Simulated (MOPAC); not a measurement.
**Run report: BSi₂H₅F₂, molecular dynamics (part 1 of 2)**

- system: BSi₂H₅F₂
- method: PM6-D3H4X, closed shell, dispersion D3H4X, COSMO solvent dmf (MOPAC 23.2.5)

The geometry comes from this level: GFN2-xTB.

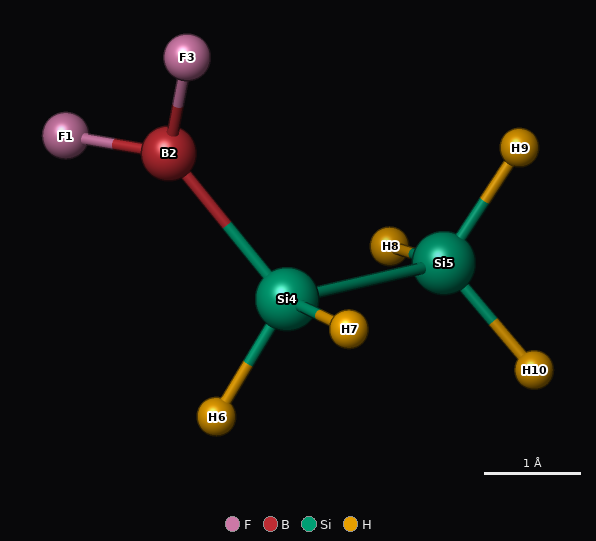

Figure 1. The input geometry (ball-and-stick view, seen at a tilt; atoms are numbered from 1 in the order of the input).

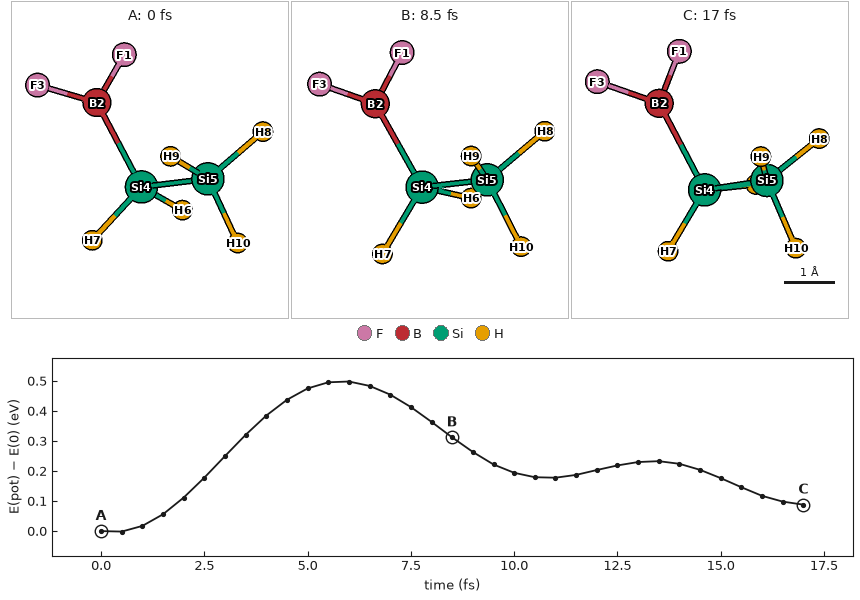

Figure 2. Frames of the molecular dynamics (ball-and-stick, seen at a tilt) above the curves, on which the letters mark them. The trajectory kept here has 35 frames over 17 fs. The potential energy ends 0.088 eV above its first value. After an unweighted best fit of the last frame on the first, the root-mean-square displacement is 0.32 Å, and H6 has moved furthest (0.54 Å).

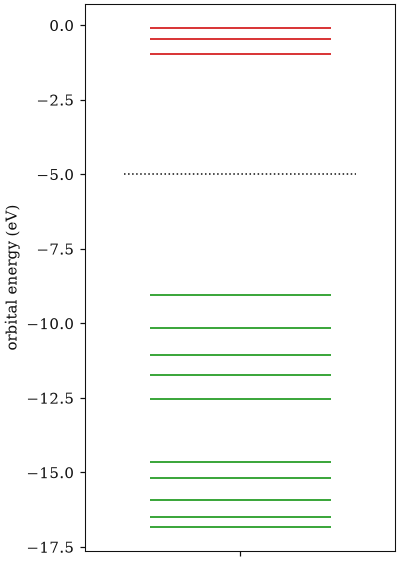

Figure 3. Orbital energies near the frontier; the dotted line parts filled from empty levels, and levels within 0.02 eV of each other stand side by side. Highest filled −9.05 eV, lowest empty −0.95 eV, 8.10 eV apart.

The input and output of the run follow.

Input (run.py)
```python
from ase.calculators.mopac import MOPAC
import numpy as np
from ase import units
from ase.md.velocitydistribution import MaxwellBoltzmannDistribution, Stationary, ZeroRotation
from ase.md.verlet import VelocityVerlet
from ase import Atoms

atoms = Atoms(
    ['F', 'B', 'F', 'Si', 'Si', 'H', 'H', 'H', 'H', 'H'],
    positions=[
        [-1.802690, 0.833860, 2.028310],
        [-0.534220, 0.903900, 1.656620],
        [0.011350, 2.064440, 1.984920],
        [0.394090, -0.498150, 0.632260],
        [0.092150, -0.281960, -1.664210],
        [-0.057170, -1.834230, 1.052800],
        [1.833850, -0.492900, 0.935740],
        [-1.313000, -0.426260, -2.057770],
        [0.528520, 1.025370, -2.165390],
        [0.847130, -1.294080, -2.403290],
    ],
)
calc = MOPAC(label="job", method="PM6-D3H4X", task="1SCF GRADIENTS EPS=37.2 AUX(PRECISION=6) THREADS=1")
atoms.calc = calc
MaxwellBoltzmannDistribution(atoms, temperature_K=800, rng=np.random.default_rng(870))
Stationary(atoms)
ZeroRotation(atoms)
dyn = VelocityVerlet(atoms, timestep=0.5 * units.fs, trajectory="opt.traj", logfile="-")
dyn.run(34)
epot = atoms.get_potential_energy()
print("E =", round(epot, 6), "eV")
print("dipole (e A):", atoms.get_dipole_moment().round(4))
homo, lumo = calc.get_homo_lumo_levels()
print(f"HOMO {homo:.3f} eV, LUMO {lumo:.3f} eV, gap {lumo - homo:.3f} eV")
print("final positions (A):")
for atom in atoms:
    print(f"{atom.symbol:2s} {atom.x:11.6f} {atom.y:11.6f} {atom.z:11.6f}")
```

Launch command:
```bash
export ASE_MOPAC_COMMAND="mopac PREFIX.mop > /dev/null 2>&1"
python run.py
```

Output
```
DeprecationWarning: Use thermalize_momenta
Time[ps]      Etot[eV]     Epot[eV]     Ekin[eV]    T[K]
0.0000          -4.5626      -5.6152       1.0525   814.3
0.0005          -4.5630      -5.6168       1.0537   815.2
0.0010          -4.5632      -5.5979       1.0347   800.5
0.0015          -4.5630      -5.5591       0.9962   770.7
0.0020          -4.5622      -5.5035       0.9413   728.2
0.0025          -4.5621      -5.4372       0.8751   677.0
0.0030          -4.5617      -5.3653       0.8037   621.7
0.0035          -4.5615      -5.2946       0.7331   567.2
0.0040          -4.5612      -5.2304       0.6692   517.7
0.0045          -4.5612      -5.1779       0.6167   477.1
0.0050          -4.5610      -5.1401       0.5791   448.0
0.0055          -4.5611      -5.1197       0.5586   432.2
0.0060          -4.5612      -5.1171       0.5559   430.1
0.0065          -4.5614      -5.1317       0.5703   441.2
0.0070          -4.5610      -5.1608       0.5998   464.0
0.0075          -4.5611      -5.2022       0.6411   496.0
0.0080          -4.5616      -5.2515       0.6899   533.8
0.0085          -4.5622      -5.3033       0.7412   573.4
0.0090          -4.5623      -5.3516       0.7894   610.7
0.0095          -4.5637      -5.3934       0.8297   641.9
0.0100          -4.5628      -5.4211       0.8583   664.0
0.0105          -4.5626      -5.4358       0.8732   675.5
0.0110          -4.5627      -5.4374       0.8747   676.7
0.0115          -4.5624      -5.4281       0.8656   669.7
0.0120          -4.5615      -5.4118       0.8503   657.8
0.0125          -4.5622      -5.3965       0.8343   645.4
0.0130          -4.5622      -5.3852       0.8230   636.7
0.0135          -4.5616      -5.3823       0.8207   634.9
0.0140          -4.5617      -5.3911       0.8294   641.7
0.0145          -4.5624      -5.4112       0.8488   656.7
0.0150          -4.5630      -5.4388       0.8759   677.6
0.0155          -4.5632      -5.4691       0.9059   700.9
0.0160          -4.5643      -5.4978       0.9335   722.2
0.0165          -4.5634      -5.5170       0.9536   737.8
0.0170          -4.5648      -5.5272       0.9624   744.5
E = -5.527175 eV
dipole (e A): [ 0.4412 -0.66   -0.4899]
HOMO -9.053 eV, LUMO -0.951 eV, gap 8.102 eV
final positions (A):
F    -1.810936    0.927930    2.106523
B    -0.577074    0.827561    1.703149
F    -0.059663    2.089245    2.043551
Si    0.444657   -0.510738    0.499412
Si    0.138602   -0.290435   -1.635995
H    -0.557989   -1.593011    0.824615
H     1.787564   -0.875478    0.847330
H    -1.289976   -0.688307   -1.649722
H     0.263214    0.753270   -2.653078
H     0.886759   -1.453561   -2.169955
```

Trajectory as extended XYZ (Å, eV, eV/Å), 35 frames, from step=0 to step=34
```
10
Properties=species:S:1:pos:R:3 step=0 time_fs=0.0 energy=-5.61520
F    -1.8027    0.8339    2.0283
B    -0.5342    0.9039    1.6566
F     0.0114    2.0644    1.9849
Si    0.3941   -0.4981    0.6323
Si    0.0921   -0.2820   -1.6642
H    -0.0572   -1.8342    1.0528
H     1.8338   -0.4929    0.9357
H    -1.3130   -0.4263   -2.0578
H     0.5285    1.0254   -2.1654
H     0.8471   -1.2941   -2.4033
10
Properties=species:S:1:pos:R:3 step=1 time_fs=0.5 energy=-5.61676
F    -1.8040    0.8362    2.0306
B    -0.5290    0.9063    1.6583
F     0.0078    2.0602    1.9848
Si    0.3951   -0.4956    0.6311
Si    0.0938   -0.2832   -1.6630
H    -0.0772   -1.8463    1.0517
H     1.8235   -0.5141    0.9216
H    -1.3155   -0.4311   -2.0512
H     0.5235    1.0348   -2.2092
H     0.8467   -1.2926   -2.4121
10
Properties=species:S:1:pos:R:3 step=2 time_fs=1.0 energy=-5.59788
F    -1.8053    0.8386    2.0330
B    -0.5240    0.9087    1.6600
F     0.0043    2.0561    1.9848
Si    0.3961   -0.4933    0.6298
Si    0.0955   -0.2843   -1.6617
H    -0.0979   -1.8586    1.0510
H     1.8149   -0.5349    0.9081
H    -1.3194   -0.4363   -2.0447
H     0.5188    1.0449   -2.2529
H     0.8472   -1.2925   -2.4212
10
Properties=species:S:1:pos:R:3 step=3 time_fs=1.5 energy=-5.55913
F    -1.8066    0.8411    2.0353
B    -0.5191    0.9110    1.6617
F     0.0007    2.0522    1.9849
Si    0.3971   -0.4910    0.6282
Si    0.0971   -0.2854   -1.6604
H    -0.1188   -1.8707    1.0503
H     1.8085   -0.5551    0.8953
H    -1.3245   -0.4417   -2.0382
H     0.5142    1.0547   -2.2960
H     0.8486   -1.2935   -2.4304
10
Properties=species:S:1:pos:R:3 step=4 time_fs=2.0 energy=-5.50353
F    -1.8079    0.8436    2.0377
B    -0.5145    0.9132    1.6635
F    -0.0028    2.0485    1.9850
Si    0.3981   -0.4890    0.6265
Si    0.0988   -0.2864   -1.6590
H    -0.1399   -1.8817    1.0496
H     1.8046   -0.5750    0.8833
H    -1.3306   -0.4474   -2.0317
H     0.5094    1.0636   -2.3380
H     0.8507   -1.2957   -2.4397
10
Properties=species:S:1:pos:R:3 step=5 time_fs=2.5 energy=-5.43722
F    -1.8092    0.8462    2.0402
B    -0.5102    0.9151    1.6652
F    -0.0062    2.0450    1.9852
Si    0.3991   -0.4871    0.6246
Si    0.1005   -0.2873   -1.6575
H    -0.1608   -1.8912    1.0485
H     1.8035   -0.5944    0.8722
H    -1.3376   -0.4534   -2.0251
H     0.5043    1.0710   -2.3786
H     0.8535   -1.2988   -2.4489
10
Properties=species:S:1:pos:R:3 step=6 time_fs=3.0 energy=-5.36534
F    -1.8104    0.8488    2.0426
B    -0.5063    0.9168    1.6669
F    -0.0096    2.0418    1.9856
Si    0.4001   -0.4855    0.6224
Si    0.1022   -0.2881   -1.6560
H    -0.1813   -1.8986    1.0469
H     1.8053   -0.6134    0.8620
H    -1.3451   -0.4596   -2.0183
H     0.4988    1.0762   -2.4173
H     0.8569   -1.3029   -2.4577
10
Properties=species:S:1:pos:R:3 step=7 time_fs=3.5 energy=-5.29459
F    -1.8116    0.8515    2.0450
B    -0.5029    0.9181    1.6687
F    -0.0129    2.0390    1.9860
Si    0.4009   -0.4840    0.6201
Si    0.1039   -0.2887   -1.6546
H    -0.2012   -1.9034    1.0447
H     1.8099   -0.6320    0.8528
H    -1.3529   -0.4660   -2.0113
H     0.4926    1.0787   -2.4536
H     0.8606   -1.3076   -2.4660
10
Properties=species:S:1:pos:R:3 step=8 time_fs=4.0 energy=-5.23039
F    -1.8126    0.8542    2.0474
B    -0.4999    0.9190    1.6703
F    -0.0161    2.0365    1.9866
Si    0.4018   -0.4828    0.6177
Si    0.1056   -0.2893   -1.6532
H    -0.2202   -1.9053    1.0417
H     1.8171   -0.6503    0.8446
H    -1.3607   -0.4727   -2.0039
H     0.4856    1.0782   -2.4871
H     0.8645   -1.3128   -2.4735
10
Properties=species:S:1:pos:R:3 step=9 time_fs=4.5 energy=-5.17790
F    -1.8136    0.8569    2.0499
B    -0.4975    0.9194    1.6720
F    -0.0192    2.0344    1.9873
Si    0.4026   -0.4819    0.6150
Si    0.1074   -0.2896   -1.6518
H    -0.2383   -1.9042    1.0380
H     1.8266   -0.6682    0.8373
H    -1.3682   -0.4795   -1.9961
H     0.4779    1.0745   -2.5177
H     0.8686   -1.3183   -2.4801
10
Properties=species:S:1:pos:R:3 step=10 time_fs=5.0 energy=-5.14012
F    -1.8144    0.8597    2.0523
B    -0.4957    0.9193    1.6736
F    -0.0221    2.0328    1.9882
Si    0.4033   -0.4812    0.6122
Si    0.1091   -0.2899   -1.6505
H    -0.2552   -1.8997    1.0333
H     1.8381   -0.6857    0.8310
H    -1.3752   -0.4864   -1.9879
H     0.4694    1.0672   -2.5450
H     0.8725   -1.3239   -2.4857
10
Properties=species:S:1:pos:R:3 step=11 time_fs=5.5 energy=-5.11971
F    -1.8152    0.8625    2.0547
B    -0.4944    0.9187    1.6751
F    -0.0249    2.0316    1.9893
Si    0.4040   -0.4807    0.6092
Si    0.1108   -0.2900   -1.6494
H    -0.2708   -1.8920    1.0277
H     1.8510   -0.7027    0.8255
H    -1.3814   -0.4934   -1.9792
H     0.4601    1.0565   -2.5687
H     0.8762   -1.3296   -2.4899
10
Properties=species:S:1:pos:R:3 step=12 time_fs=6.0 energy=-5.11708
F    -1.8158    0.8653    2.0570
B    -0.4938    0.9175    1.6766
F    -0.0275    2.0308    1.9905
Si    0.4047   -0.4805    0.6060
Si    0.1125   -0.2900   -1.6483
H    -0.2852   -1.8809    1.0211
H     1.8649   -0.7193    0.8208
H    -1.3865   -0.5005   -1.9699
H     0.4500    1.0423   -2.5889
H     0.8795   -1.3350   -2.4926
```
